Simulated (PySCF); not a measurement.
**C₃H₅F₃: geometry relaxation**

C₃H₅F₃, SMILES CCC(F)(F)F, computed with PBE0-D3(BJ)/def2-TZVP geometry optimisation, gas phase (PySCF 2.14.0).

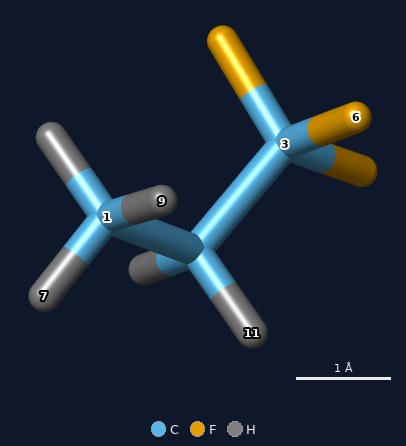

**Figure 1.** The starting structure (stick view, seen at a tilt; atoms are numbered from 1 in the order of the input).

Key numbers

```tsv
quantity	value
outcome	converged
total energy	−416.640157 hartree
dipole moment	2.37 D
point group	Cs
hardware	1 CPU thread, shared host
wall time	80 s
peak memory	0.85 GiB
```

Input file
```
{"job": {"xc": "PBE0", "basis": "def2-TZVP", "d3": "d3bj", "grid": 2, "shake": 0.01, "kind": "geom"}, "charge": 0, "multiplicity": 1}
C      1.302460    -0.267320    -0.113750
C      0.040070     0.641870    -0.033220
C     -1.229320    -0.190490     0.113490
F     -1.366610    -1.024880    -0.910850
F     -2.316130     0.567430     0.188860
F     -1.197640    -0.938990     1.228180
H      2.180320     0.371600    -0.223480
H      1.227520    -0.900510    -0.981230
H      1.378470    -0.839300     0.801060
H     -0.073210     1.244650    -0.924760
H      0.092180     1.310110     0.840030
```

The first line tells a small driver script what to run in PySCF; the rest is the geometry in Å.

Run as:
```bash
OMP_NUM_THREADS=1 python <driver script> task.json out
```

Output
```
step   0  E = -416.63807909  max force = 0.026583
step   1  E = -416.63702876  max force = 0.012319
step   2  E = -416.63986858  max force = 0.005764
step   3  E = -416.64006812  max force = 0.002825
step   4  E = -416.64010886  max force = 0.001243
step   5  E = -416.64012727  max force = 0.000401
step   6  E = -416.64014455  max force = 0.001533
step   7  E = -416.64015247  max force = 0.001437
step   8  E = -416.64015622  max force = 0.000569
step   9  E = -416.64015695  max force = 0.000079
optimisation converged
```

Trajectory as extended XYZ (Å, eV, eV/Å), 10 frames, from step=0 to step=9
```
11
Properties=species:S:1:pos:R:3:forces:R:3 step=0 energy=-11337.29960
C     1.3025   -0.2673   -0.1138   -0.9144   1.3670   0.1216
C     0.0401    0.6419   -0.0332    0.2612  -0.8027   0.5835
C    -1.2293   -0.1905    0.1135    1.1371   0.3744   0.3278
F    -1.3666   -1.0249   -0.9109   -0.2866  -0.3117  -0.4167
F    -2.3161    0.5674    0.1889   -0.4049   0.2377  -0.1123
F    -1.1976   -0.9390    1.2282   -0.0252  -0.0683   0.0862
H     2.1803    0.3716   -0.2235    0.0411  -0.1049   0.0603
H     1.2275   -0.9005   -0.9812    0.0672  -0.4348  -0.2357
H     1.3785   -0.8393    0.8011    0.1657  -0.2945   0.0967
H    -0.0732    1.2447   -0.9248   -0.0194   0.1905  -0.2439
H     0.0922    1.3101    0.8400   -0.0219  -0.1526  -0.2674
11
Properties=species:S:1:pos:R:3:forces:R:3 step=1 energy=-11337.27102
C     1.1233    0.7514    0.1121   -0.2855  -0.3090  -0.2453
C    -0.3701    0.4453    0.0245    0.4358   0.6335  -0.0802
C    -0.7424   -0.9942   -0.1244   -0.5943  -0.4304  -0.2708
F    -0.3730   -1.5968   -1.2821   -0.0173   0.5933   0.5443
F    -2.0936   -1.0440   -0.0741    0.1566  -0.4162  -0.1000
F    -0.2785   -1.7664    0.8667    0.0441   0.1081  -0.0406
H     1.3147    1.8328    0.1765   -0.1175  -0.3722  -0.0631
H     1.6108    0.3397   -0.7785    0.1129   0.2371   0.0921
H     1.5584    0.2604    0.9769    0.1376   0.0099   0.1861
H    -0.8052    0.9771   -0.8288   -0.0644  -0.1225   0.0919
H    -0.9186    0.7669    0.9189    0.1918   0.0684  -0.1144
11
Properties=species:S:1:pos:R:3:forces:R:3 step=2 energy=-11337.34829
C     1.1114    0.7162    0.1046   -0.0335  -0.2247  -0.0502
C    -0.3845    0.4698    0.0288   -0.0937   0.0380   0.0183
C    -0.7591   -0.9779   -0.1128   -0.2595  -0.1961  -0.2407
F    -0.3302   -1.5141   -1.2681    0.0511   0.1225   0.0211
F    -2.1004   -1.1350   -0.0948    0.2964   0.0588   0.0615
F    -0.2572   -1.7371    0.8679   -0.0164   0.0121   0.1283
H     1.3105    1.7850    0.1595    0.0312   0.0433   0.0090
H     1.6139    0.3160   -0.7789   -0.0004   0.0645   0.0070
H     1.5494    0.2356    0.9809   -0.0204   0.0362   0.0142
H    -0.8260    0.9917   -0.8235   -0.0122  -0.0216  -0.0002
H    -0.9017    0.8220    0.9239    0.0574   0.0671   0.0319
11
Properties=species:S:1:pos:R:3:forces:R:3 step=3 energy=-11337.35373
C     1.1032    0.7026    0.1003    0.0455  -0.0155  -0.0130
C    -0.3936    0.4745    0.0309   -0.0574   0.0159   0.0199
C    -0.7569   -0.9759   -0.1138   -0.1453   0.0743  -0.0261
F    -0.3038   -1.4892   -1.2680   -0.0117  -0.0451   0.0440
F    -2.0905   -1.1479   -0.0996    0.1193  -0.0138  -0.0352
F    -0.2546   -1.7231    0.8779    0.0180  -0.0698   0.0136
H     1.3138    1.7698    0.1575    0.0296   0.0355   0.0151
H     1.6046    0.3072   -0.7846   -0.0087   0.0101  -0.0095
H     1.5376    0.2215    0.9782   -0.0154   0.0125  -0.0058
H    -0.8374    0.9939   -0.8212    0.0025   0.0012  -0.0106
H    -0.8966    0.8387    0.9298    0.0235  -0.0053   0.0075
11
Properties=species:S:1:pos:R:3:forces:R:3 step=4 energy=-11337.35483
C     1.1037    0.7037    0.0981    0.0161   0.0188  -0.0100
C    -0.3951    0.4759    0.0327   -0.0047  -0.0088   0.0051
C    -0.7587   -0.9762   -0.1128   -0.0639   0.0255  -0.0012
F    -0.2983   -1.4937   -1.2615    0.0202  -0.0140  -0.0136
F    -2.0891   -1.1516   -0.1084    0.0143   0.0184  -0.0158
F    -0.2628   -1.7264    0.8815    0.0240  -0.0126   0.0319
H     1.3189    1.7712    0.1595   -0.0040  -0.0016   0.0092
H     1.6020    0.3121   -0.7900   -0.0060  -0.0019  -0.0051
H     1.5383    0.2202    0.9739   -0.0002  -0.0052  -0.0019
H    -0.8393    0.9958   -0.8191   -0.0045  -0.0043  -0.0015
H    -0.8934    0.8413    0.9336    0.0085  -0.0143   0.0030
11
Properties=species:S:1:pos:R:3:forces:R:3 step=5 energy=-11337.35534
C     1.1041    0.7045    0.0955   -0.0074   0.0183  -0.0060
C    -0.3955    0.4756    0.0341    0.0206  -0.0047  -0.0077
C    -0.7601   -0.9763   -0.1116    0.0183   0.0106   0.0079
F    -0.2898   -1.4981   -1.2546    0.0125  -0.0061  -0.0177
F    -2.0893   -1.1493   -0.1187   -0.0175   0.0029  -0.0002
F    -0.2709   -1.7249    0.8889   -0.0109   0.0083   0.0105
H     1.3197    1.7719    0.1631   -0.0127  -0.0124   0.0039
H     1.5986    0.3181   -0.7970   -0.0013  -0.0020   0.0002
H     1.5413    0.2165    0.9674    0.0060  -0.0109  -0.0020
H    -0.8411    0.9960   -0.8167   -0.0089  -0.0017   0.0060
H    -0.8911    0.8385    0.9371    0.0012  -0.0023   0.0051
11
Properties=species:S:1:pos:R:3:forces:R:3 step=6 energy=-11337.35580
C     1.1046    0.7052    0.0911   -0.0167   0.0077   0.0010
C    -0.3951    0.4752    0.0360    0.0243  -0.0074  -0.0184
C    -0.7608   -0.9761   -0.1100    0.0788  -0.0227   0.0258
F    -0.2743   -1.5062   -1.2431    0.0001   0.0116  -0.0013
F    -2.0888   -1.1461   -0.1354   -0.0557  -0.0046  -0.0008
F    -0.2872   -1.7207    0.9027   -0.0218   0.0235  -0.0174
H     1.3182    1.7721    0.1701   -0.0063  -0.0092  -0.0002
H     1.5931    0.3292   -0.8091    0.0048   0.0013   0.0028
H     1.5475    0.2079    0.9548    0.0070  -0.0101  -0.0033
H    -0.8444    0.9973   -0.8120   -0.0107   0.0018   0.0093
H    -0.8867    0.8343    0.9425   -0.0039   0.0080   0.0025
11
Properties=species:S:1:pos:R:3:forces:R:3 step=7 energy=-11337.35602
C     1.1047    0.7056    0.0878   -0.0131  -0.0014   0.0032
C    -0.3948    0.4748    0.0368    0.0119  -0.0022  -0.0095
C    -0.7607   -0.9762   -0.1084    0.0739  -0.0228   0.0208
F    -0.2629   -1.5108   -1.2344   -0.0072   0.0087   0.0064
F    -2.0890   -1.1445   -0.1471   -0.0422  -0.0060   0.0002
F    -0.2989   -1.7170    0.9125   -0.0224   0.0188  -0.0257
H     1.3170    1.7717    0.1756   -0.0005  -0.0032   0.0002
H     1.5900    0.3378   -0.8174    0.0037   0.0030   0.0008
H     1.5521    0.2006    0.9450    0.0034  -0.0053  -0.0020
H    -0.8476    0.9982   -0.8084   -0.0061   0.0005   0.0058
H    -0.8839    0.8321    0.9456   -0.0015   0.0099  -0.0004
11
Properties=species:S:1:pos:R:3:forces:R:3 step=8 energy=-11337.35612
C     1.1046    0.7057    0.0857   -0.0011  -0.0058   0.0014
C    -0.3945    0.4747    0.0371   -0.0016   0.0009   0.0001
C    -0.7601   -0.9765   -0.1071    0.0293  -0.0125   0.0092
F    -0.2558   -1.5141   -1.2287   -0.0063   0.0054   0.0061
F    -2.0892   -1.1440   -0.1541   -0.0151  -0.0004  -0.0010
F    -0.3066   -1.7147    0.9185   -0.0087   0.0057  -0.0138
H     1.3164    1.7713    0.1799    0.0026   0.0012   0.0018
H     1.5883    0.3442   -0.8228    0.0012   0.0032  -0.0008
H     1.5549    0.1951    0.9382    0.0000  -0.0008  -0.0006
H    -0.8501    0.9986   -0.8062   -0.0002  -0.0013  -0.0005
H    -0.8820    0.8318    0.9470   -0.0001   0.0045  -0.0018
11
Properties=species:S:1:pos:R:3:forces:R:3 step=9 energy=-11337.35614
C     1.1046    0.7057    0.0855    0.0024  -0.0041   0.0006
C    -0.3945    0.4746    0.0369   -0.0022   0.0017   0.0034
C    -0.7598   -0.9767   -0.1066    0.0035  -0.0021   0.0011
F    -0.2552   -1.5144   -1.2277   -0.0026   0.0011   0.0012
F    -2.0894   -1.1441   -0.1545   -0.0014   0.0020  -0.0002
F    -0.3075   -1.7144    0.9192   -0.0020  -0.0008  -0.0036
H     1.3166    1.7712    0.1814    0.0013   0.0009   0.0022
H     1.5884    0.3459   -0.8237   -0.0005   0.0020  -0.0009
H     1.5551    0.1936    0.9370   -0.0005  -0.0003  -0.0003
H    -0.8505    0.9982   -0.8064    0.0017  -0.0021  -0.0023
H    -0.8819    0.8326    0.9466    0.0002   0.0016  -0.0013
```

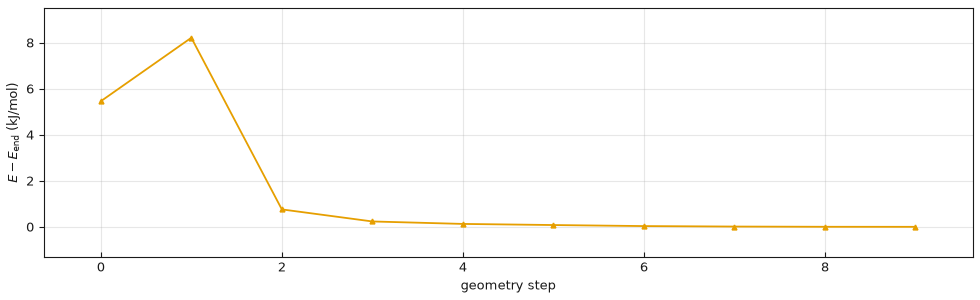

**Figure 2.** Progress of the relaxation, step by step (steps are counted from 0).

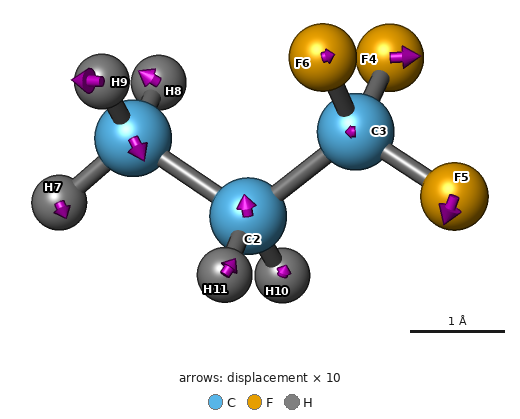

**Figure 3.** The starting structure with the displacements as pink arrows, magnified 10 times (ball-and-stick view, seen at a tilt). The two geometries are laid on each other by the best rigid fit. The atom that moves furthest after the best rigid fit is H9 (0.040 Å). By element the largest moves are H 0.040 Å, F 0.035 Å, C 0.029 Å. Distances before and after: C1–C2 1.558 → 1.518 Å, C2–C3 1.525 → 1.503 Å, C1–H8 1.077 → 1.091 Å, C3–F4 1.328 → 1.342 Å. Among the angles that change: H8–C1–H9 112.0° → 108.2°. Over 9 geometry steps the energy falls by 5.46 kJ/mol. Largest force component: 1.4 eV/Å at the start, 0.0041 eV/Å at the end. (Atoms are counted from 1 in the order of the input.)
